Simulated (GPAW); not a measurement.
**Work function of Li/Au(111) at several levels**

Aim: the work function of both faces of Li/Au(111), and its spread over functionals and bases.

Program: GPAW 26.7.0. Level of theory: GPAW, PAW setups; slab in vacuum, relaxation, in the first sound run; inputs show where later runs differ. Results are calculated unless marked as measured.

## (1) The starting structure

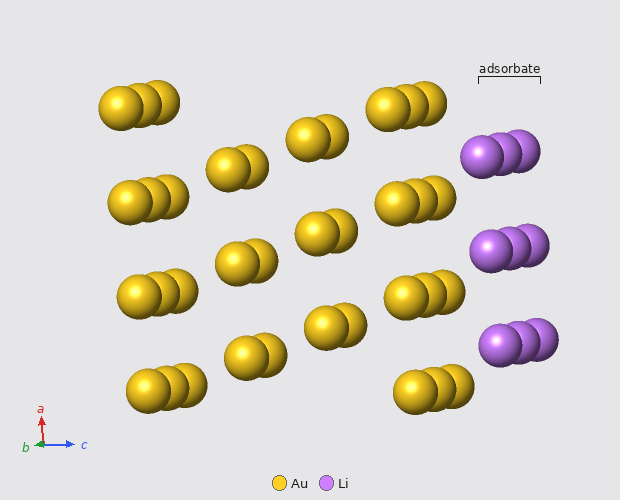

Start, viewed from the side, with the c axis across the page; gold yellow, lithium purple. 3×2×1 cells are drawn. Some periodic images of atoms are drawn too.

The cell holds 5 atoms: 4 Au and 1 Li. Cell: a = 2.885 Å, b = 2.885 Å, c = 27.434 Å, α = 90.0°, β = 90.0°, γ = 60.0°. Vacuum lies along c.

## (2) Relaxation

The atoms are relaxed first, since the surface dipole, and with it the work function, follows the positions of the outer layers. The lowest 2 atoms are held at bulk positions and keep their forces.

Contents of run.py:

```python
import json
import numpy as np
from ase import Atoms
from ase.constraints import FixAtoms
from ase.optimize import BFGS
from gpaw import GPAW, PW

slab = Atoms(
    ['Au', 'Au', 'Au', 'Au', 'Li'],
    positions=[
        [0.00000, 0.00000, 9.00000],
        [1.44250, 0.83283, 11.35559],
        [2.88500, 1.66565, 13.71118],
        [0.00000, 0.00000, 16.06677],
        [1.44250, 0.00000, 18.43387]],
    cell=[[2.885, 0.0, 0.0], [1.4425, 2.49848, 0.0], [0.0, 0.0, 27.43387]],
    pbc=[True, True, False])

slab.calc = GPAW(mode=PW(400), xc='PBE', kpts={'size': (13, 13, 1), 'gamma': True},
                 occupations={'name': 'fermi-dirac', 'width': 0.1}, nbands='300%',
                 convergence={'density': 1e-05}, maxiter=200,
                 poissonsolver={'dipolelayer': 'xy'},
                 symmetry={'tolerance': 1e-3, 'extra_ids': [1, 1, 0, 0, 0]}, txt='slab.txt')
result = {}
slab.set_constraint(FixAtoms([0, 1]))
path = []
opt = BFGS(slab, maxstep=0.2)
opt.attach(lambda: path.append((slab.get_potential_energy(), slab.positions.tolist(), slab.get_forces().tolist())))
result['relaxed'] = bool(opt.run(fmax=0.03, steps=40))
result['path'] = path
energy = slab.get_potential_energy()
fermi = slab.calc.get_fermi_level()
v = slab.calc.get_electrostatic_potential().mean((0, 1)) - fermi
n = slab.calc.get_pseudo_density().mean((0, 1))
L = slab.cell[2, 2]
z = np.arange(len(v)) * L / len(v)
low, high = slab.positions[:, 2].min(), slab.positions[:, 2].max()
below, above = np.interp([low - 6.8, high + 6.8], z, v)
slopes = [np.interp(x, z, np.gradient(v, z)) for x in (low - 6.8, high + 6.8)]
eps = np.array([[slab.calc.get_eigenvalues(k, s) for k in range(len(slab.calc.get_ibz_k_points()))]
                for s in range(slab.calc.get_number_of_spins())]) - fermi
top, bottom = eps[eps < 0].max(), eps[eps > 0].min()
dipole = slab.get_dipole_moment()[2]
print(f'energy {energy:.4f} eV, Fermi level {fermi:.4f} eV, dipole {dipole:.5f} e A')
print(f'potential 6.8 A off the faces, from the Fermi level: lower {below:.4f} eV, upper {above:.4f} eV')
print(f'slope of the potential there: lower {slopes[0]:.5f}, upper {slopes[1]:.5f} eV/A')
print(f'nearest levels on the mesh: {top:.4f} and {bottom:.4f} eV')
print('magnetic moment', round(slab.get_magnetic_moment(), 3))
result.update(energy=energy, fermi=fermi, dipole=dipole, below=below, above=above, slopes=slopes, edges=[top, bottom],
              z=z.tolist(), v=v.tolist(), n=n.tolist(), positions=slab.positions.tolist(),
              forces=slab.get_forces(apply_constraint=False).tolist(), moments=slab.get_magnetic_moments().tolist())
json.dump(result, open('result.json', 'w'))
```

Launch:

```console
> OMP_NUM_THREADS=1 OPENBLAS_NUM_THREADS=1 python run.py
```

Output:

```text
Step          Energy          fmax
BFGS:    0      -14.096073        1.123248
BFGS:    1      -14.115796        1.009023
BFGS:    2      -14.205375        0.516261
BFGS:    3      -14.211663        0.532954
BFGS:    4      -14.219993        0.452709
BFGS:    5      -14.229416        0.257511
BFGS:    6      -14.235059        0.184115
BFGS:    7      -14.236025        0.155997
BFGS:    8      -14.236651        0.137210
BFGS:    9      -14.238991        0.149407
BFGS:   10      -14.242663        0.192326
BFGS:   11      -14.247643        0.179144
BFGS:   12      -14.250715        0.108396
BFGS:   13      -14.251930        0.033638
BFGS:   14      -14.252077        0.017239
energy -14.2286 eV, Fermi level 1.0141 eV, dipole 0.05398 e A
potential 6.8 A off the faces, from the Fermi level: lower 5.1318 eV, upper 3.7667 eV
slope of the potential there: lower 0.00002, upper 0.00003 eV/A
nearest levels on the mesh: -0.0205 and 0.0751 eV
magnetic moment 0.0
```

Wall time 62 min (1 thread of Arm Neoverse V2, shared host); peak memory 0.4 GiB.

Relaxation path:

```tsv
step	energy less that of the first step (eV)	largest force (eV/Å)
1	0.0000	1.1232
2	-0.0196	1.0090
3	-0.1078	0.5163
4	-0.1139	0.5330
5	-0.1220	0.4527
6	-0.1313	0.2575
7	-0.1370	0.1841
8	-0.1380	0.1560
9	-0.1387	0.1372
10	-0.1413	0.1494
11	-0.1454	0.1923
12	-0.1508	0.1791
13	-0.1541	0.1084
14	-0.1553	0.0336
15	-0.1554	0.0172
```

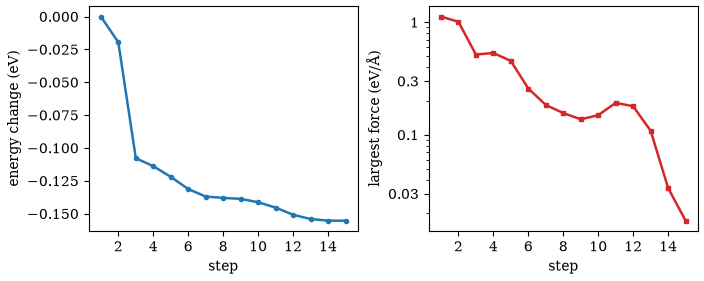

Energy and largest force along the relaxation.

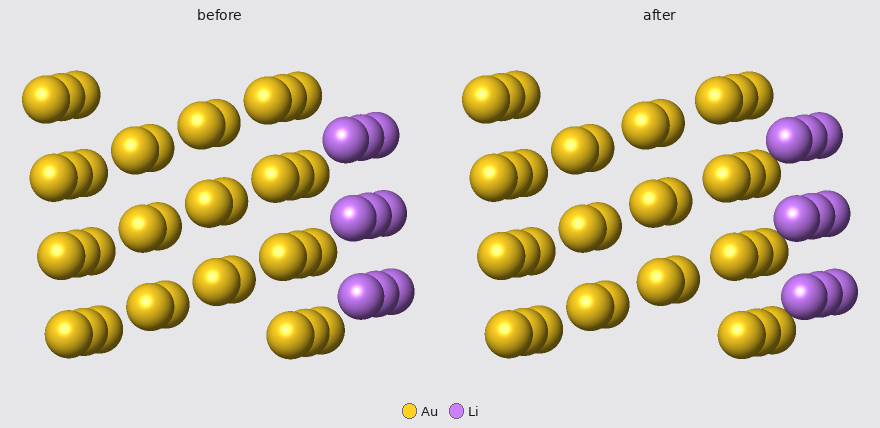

Before and after, at one scale.

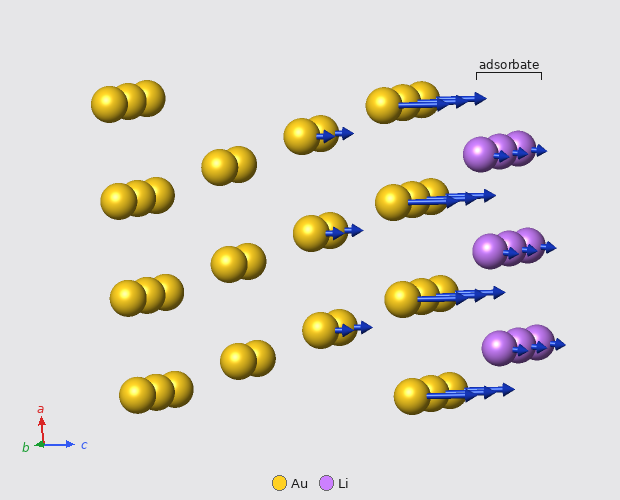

Displacements in the relaxation, exaggerated; the longest in the cell stands for 0.36 Å. 3×2×1 cells are drawn. Some periodic images of atoms are drawn too.

The atoms that moved most (Å):

```tsv
atom	dx	dy	dz	length
Au4	0.000	-0.015	0.359	0.359
Au3	0.000	-0.002	0.134	0.134
Li5	0.000	0.018	0.112	0.114
```

The relaxed structure:

```xyz
5
Lattice="2.8850 0.0000 0.0000 1.4425 2.4985 0.0000 0.0000 0.0000 27.4339" Properties=species:S:1:pos:R:3
Au    0.0000    0.0000    9.0000
Au    1.4425    0.8328   11.3556
Au    2.8850    1.6639   13.8455
Au    0.0000   -0.0151   16.4254
Li    1.4425    0.0180   18.5461
```

Numbers from this step:

```yaml
dipole_along_the_normal: 0.05398 e·Å
levels_nearest_the_fermi_level_on_the_mesh: -0.02049, 0.07512 eV from the Fermi level
upper_work_function: 3.767 eV
lower_work_function: 5.132 eV
```

The electrostatic potential energy of an electron (without an applied field's), less the Fermi level, planar mean oscillates, so the rows of the table below give means over windows of 2.46 Å about each position, cut where the curve ends. Its maxima inside the range that stand out by 2 % of the span (Å: eV): 3.5: 5.13, 10.2: 0.411, 12.6: 1.16, 15.1: 1.51, 17.7: 0.499. Its minima: 9.0: -23.4, 11.4: -23.5, 13.8: -23.6, 16.4: -23.7, 18.5: -4.58.

Table of electrostatic potential energy of an electron (without an applied field's), less the Fermi level, planar mean by z; means over each step:

```tsv
z (Å)	electrostatic potential energy of an electron (without an applied field's), less the Fermi level, planar mean (eV)
1.23	5.08
3.69	5.13
6.15	5.03
8.61	-8.36
11.07	-9.53
13.53	-9.28
15.99	-9.21
18.45	-1.56
20.91	3.23
23.37	3.76
25.83	3.77
```

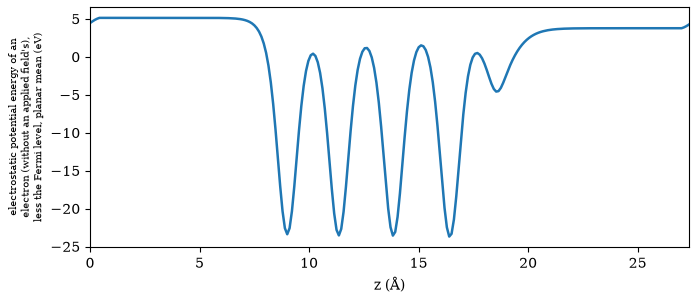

Electrostatic potential energy of an electron (without an applied field's), less the Fermi level, planar mean against z.

The pseudo valence density, planar mean oscillates, so the rows of the table below give means over windows of 2.57 Å about each position, cut where the curve ends. Its maxima inside the range that stand out by 2 % of the span (Å: e/Å³): 9.0: 1.27, 11.4: 1.28, 13.9: 1.24, 16.5: 1.25. Its minima: 10.3: 0.255, 12.6: 0.203, 15.2: 0.179.

Table of pseudo valence density, planar mean by z; means over each step:

```tsv
z (Å)	pseudo valence density, planar mean (e/Å³)
3.85	9.2e-6
6.42	0.0114
8.99	0.593
11.56	0.605
14.13	0.595
16.70	0.587
19.27	0.0364
21.84	0.00203
24.41	1.3e-5
```

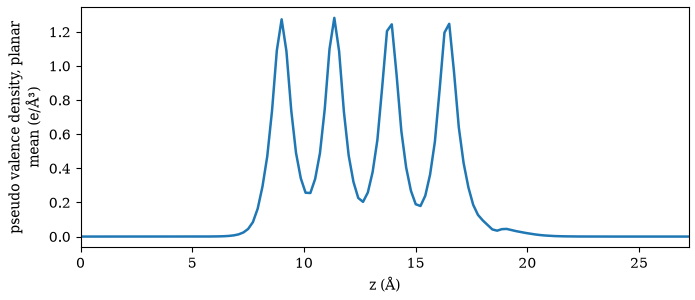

Pseudo valence density, planar mean, plotted against z.

The relaxation lowered the energy of the cell by 0.155 eV (energies extrapolated to zero smearing; the optimiser's log prints free energies). The largest force left on a free atom is 0.017 eV/Å.

## (3) The slab's potential

The work function is the vacuum plateau of the electrostatic potential less the Fermi level; a dipole layer lets the two faces have plateaus of their own.

This step: GPAW, PAW setups; slab in vacuum (GPAW 26.7.0).

run.py: that of step 2 with these lines changed.

```diff
@@ -3,4 +3,2 @@
 from ase import Atoms
-from ase.constraints import FixAtoms
-from ase.optimize import BFGS
 from gpaw import GPAW, PW
@@ -12,5 +10,5 @@
         [1.44250, 0.83283, 11.35559],
-        [2.88500, 1.66565, 13.71118],
-        [0.00000, 0.00000, 16.06677],
-        [1.44250, 0.00000, 18.43387]],
+        [2.88500, 1.66394, 13.84548],
+        [0.00000, -0.01512, 16.42539],
+        [1.44250, 0.01797, 18.54608]],
     cell=[[2.885, 0.0, 0.0], [1.4425, 2.49848, 0.0], [0.0, 0.0, 27.43387]],
@@ -22,10 +20,4 @@
                  poissonsolver={'dipolelayer': 'xy'},
-                 symmetry={'tolerance': 1e-3, 'extra_ids': [1, 1, 0, 0, 0]}, txt='slab.txt')
+                 symmetry={'tolerance': 1e-3}, txt='slab.txt')
 result = {}
-slab.set_constraint(FixAtoms([0, 1]))
-path = []
-opt = BFGS(slab, maxstep=0.2)
-opt.attach(lambda: path.append((slab.get_potential_energy(), slab.positions.tolist(), slab.get_forces().tolist())))
-result['relaxed'] = bool(opt.run(fmax=0.03, steps=40))
-result['path'] = path
 energy = slab.get_potential_energy()
```

Output:

```text
energy -14.2286 eV, Fermi level 1.0141 eV, dipole 0.05408 e A
potential 6.8 A off the faces, from the Fermi level: lower 5.1318 eV, upper 3.7669 eV
slope of the potential there: lower -0.00002, upper 0.00004 eV/A
nearest levels on the mesh: -0.0204 and 0.0751 eV
magnetic moment 0.0
```

Elapsed: 6.2 min, on 1 thread; peak memory 0.4 GiB.

Numbers from this step:

```
dipole along the normal                    : 0.05408 e·Å
levels nearest the Fermi level on the mesh : -0.02042, 0.07512 eV from the Fermi level
```

The electrostatic potential energy of an electron (without an applied field's), less the Fermi level, planar mean oscillates, so the rows of the table below give means over windows of 2.46 Å about each position, cut where the curve ends. Its maxima inside the range that stand out by 2 % of the span (Å: eV): 1.2: 5.13, 10.2: 0.411, 12.6: 1.16, 15.1: 1.51, 17.7: 0.499. Its minima: 9.0: -23.4, 11.4: -23.5, 13.8: -23.6, 16.4: -23.7, 18.5: -4.58.

Table of electrostatic potential energy of an electron (without an applied field's), less the Fermi level, planar mean by z; means over each step:

```tsv
z (Å)	electrostatic potential energy of an electron (without an applied field's), less the Fermi level, planar mean (eV)
1.23	5.08
3.69	5.13
6.15	5.03
8.61	-8.36
11.07	-9.53
13.53	-9.28
15.99	-9.21
18.45	-1.56
20.91	3.23
23.37	3.76
25.83	3.77
```

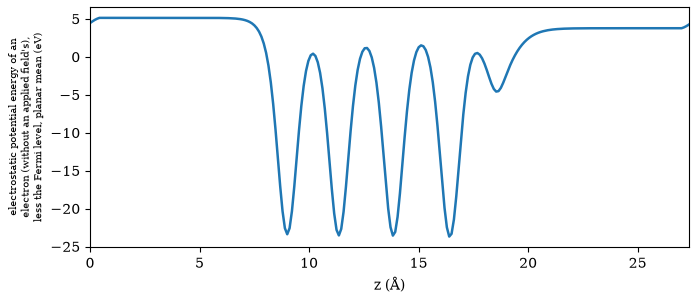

Electrostatic potential energy of an electron (without an applied field's), less the Fermi level, planar mean, plotted against z.

The pseudo valence density, planar mean oscillates, so the rows of the table below give means over windows of 2.57 Å about each position, cut where the curve ends. Its maxima inside the range that stand out by 2 % of the span (Å: e/Å³): 9.0: 1.27, 11.4: 1.28, 13.9: 1.24, 16.5: 1.25. Its minima: 10.3: 0.255, 12.6: 0.203, 15.2: 0.179.

Pseudo valence density, planar mean against z; means over each step:

```tsv
z (Å)	pseudo valence density, planar mean (e/Å³)
3.85	9.2e-6
6.42	0.0114
8.99	0.593
11.56	0.605
14.13	0.595
16.70	0.587
19.27	0.0364
21.84	0.00203
24.41	1.3e-5
```

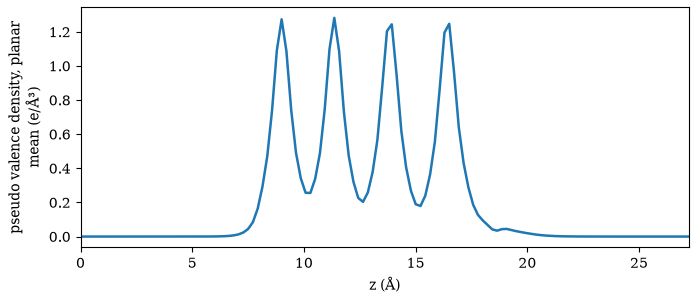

Pseudo valence density, planar mean, plotted against z.

Force by atom:

```tsv
atom	x (eV/Å)	y (eV/Å)	z (eV/Å)	size
Au1	0.000	0.001	-0.592	0.592
Au2	0.000	-0.002	0.599	0.599
Au3	0.000	-0.002	-0.003	0.003
Au4	0.000	-0.014	0.001	0.014
Li5	0.000	0.017	-0.004	0.017
```

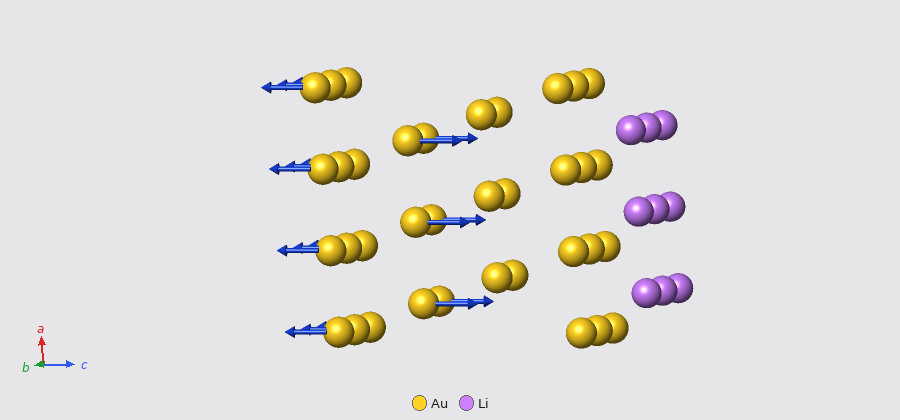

Force as arrows, the longest 0.599 eV/Å. 3×2×1 cells are drawn. Some periodic images of atoms are drawn too.

The potential is flat to 4.4e-5 eV/Å where it is read, so the vacuum is wide enough.

## (4) Self-consistent run: xc = "LDA"

The same geometry under LDA, to see how far the functional moves the levels against the vacuum.

run.py: that of step 3 with these lines changed.

```diff
@@ -16,3 +16,3 @@
 
-slab.calc = GPAW(mode=PW(400), xc='PBE', kpts={'size': (13, 13, 1), 'gamma': True},
+slab.calc = GPAW(mode=PW(400), xc='LDA', kpts={'size': (13, 13, 1), 'gamma': True},
                  occupations={'name': 'fermi-dirac', 'width': 0.1}, nbands='300%',
```

Output:

```text
energy -18.9143 eV, Fermi level 0.7247 eV, dipole 0.06834 e A
potential 6.8 A off the faces, from the Fermi level: lower 5.5515 eV, upper 3.8287 eV
slope of the potential there: lower -0.00001, upper 0.00005 eV/A
nearest levels on the mesh: -0.0273 and 0.0819 eV
magnetic moment 0.0
```

It took 5.7 min on 1 thread; peak memory 0.39 GiB.

Numbers from this step:

```yaml
dipole_along_the_normal: 0.06834 e·Å
levels_nearest_the_fermi_level_on_the_mesh: -0.02729, 0.08193 eV from the Fermi level
upper_work_function: 3.829 eV
lower_work_function: 5.551 eV
```

The electrostatic potential energy of an electron (without an applied field's), less the Fermi level, planar mean oscillates, so the rows of the table below give means over windows of 2.46 Å about each position, cut where the curve ends. Its maxima inside the range that stand out by 2 % of the span (Å: eV): 2.9: 5.55, 10.2: 0.873, 12.6: 1.62, 15.1: 1.96, 17.7: 0.831. Its minima: 9.0: -23.1, 11.4: -23.2, 13.8: -23.2, 16.4: -23.4, 18.5: -4.40.

The electrostatic potential energy of an electron (without an applied field's), less the Fermi level, planar mean by z; means over each step:

```tsv
z (Å)	electrostatic potential energy of an electron (without an applied field's), less the Fermi level, planar mean (eV)
1.23	5.49
3.69	5.55
6.15	5.45
8.61	-7.97
11.07	-9.12
13.53	-8.87
15.99	-8.83
18.45	-1.35
20.91	3.28
23.37	3.82
25.83	3.83
```

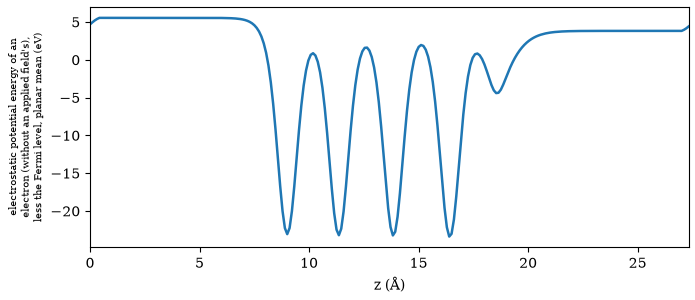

Electrostatic potential energy of an electron (without an applied field's), less the Fermi level, planar mean, plotted against z.

The pseudo valence density, planar mean oscillates, so the rows of the table below give means over windows of 2.57 Å about each position, cut where the curve ends. Its maxima inside the range that stand out by 2 % of the span (Å: e/Å³): 9.0: 1.27, 11.4: 1.28, 13.9: 1.24, 16.5: 1.24. Its minima: 10.3: 0.257, 12.6: 0.205, 15.2: 0.180.

Table of pseudo valence density, planar mean by z; means over each step:

```tsv
z (Å)	pseudo valence density, planar mean (e/Å³)
3.85	7.5e-6
6.42	0.0115
8.99	0.593
11.56	0.605
14.13	0.595
16.70	0.587
19.27	0.0360
21.84	0.00206
24.41	1.3e-5
```

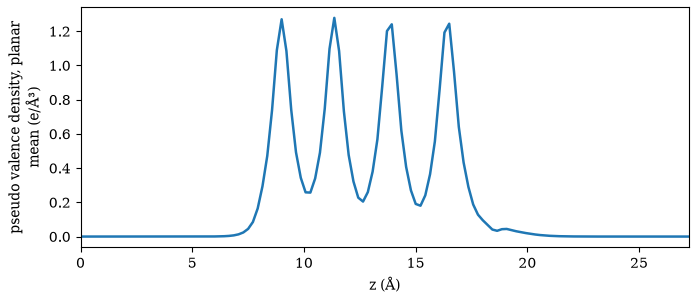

Pseudo valence density, planar mean, plotted against z.

Force by atom:

```tsv
atom	x (eV/Å)	y (eV/Å)	z (eV/Å)	size
Au1	0.000	0.001	-0.015	0.015
Au2	0.000	-0.002	0.516	0.516
Au3	0.000	-0.001	-0.059	0.059
Au4	0.000	-0.015	-0.179	0.179
Li5	0.000	0.016	-0.262	0.263
```

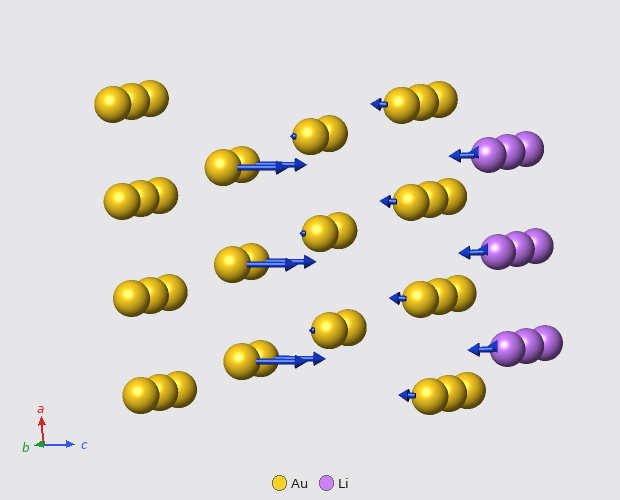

Force as arrows, the longest 0.516 eV/Å. 3×2×1 cells are drawn. Some periodic images of atoms are drawn too.

The upper face's work function is 3.829 eV, against 3.767 eV in the first plane-wave PBE run at this geometry.

## (5) OptPBE vdW: xc = "optPBE-vdW"

The same geometry under optPBE-vdW, to see how far the functional moves the levels against the vacuum (the van der Waals functionals take revPBE setups).

run.py: that of step 4 with these lines changed.

```diff
@@ -16,3 +16,3 @@
 
-slab.calc = GPAW(mode=PW(400), xc='LDA', kpts={'size': (13, 13, 1), 'gamma': True},
+slab.calc = GPAW(mode=PW(400), xc='optPBE-vdW', kpts={'size': (13, 13, 1), 'gamma': True},
                  occupations={'name': 'fermi-dirac', 'width': 0.1}, nbands='300%',
```

Output:

```text
energy -80.3189 eV, Fermi level 0.9619 eV, dipole 0.05679 e A
potential 6.8 A off the faces, from the Fermi level: lower 5.2873 eV, upper 3.8543 eV
slope of the potential there: lower 0.00001, upper 0.00004 eV/A
nearest levels on the mesh: -0.0341 and 0.0304 eV
magnetic moment 0.0
```

Elapsed: 6.4 min, on 1 thread; peak memory 0.53 GiB.

Numbers from this step:

```
dipole along the normal                    : 0.05679 e·Å
levels nearest the Fermi level on the mesh : -0.03414, 0.03045 eV from the Fermi level
upper work function                        : 3.854 eV
lower work function                        : 5.287 eV
```

The upper face's work function is 3.854 eV, against 3.767 eV in the first plane-wave PBE run at this geometry.

(Continued in part 2 of 2.)

[Logs are printed without paths, hosts, clocks, repeated set-up lines and the standing remarks that a program may print on its own settings, such as how far it seeks lower states.]

[Hosts, paths, dates, database ids (printed as entryN), source tags and the programs' standing remarks are cut or masked in the printed files.]
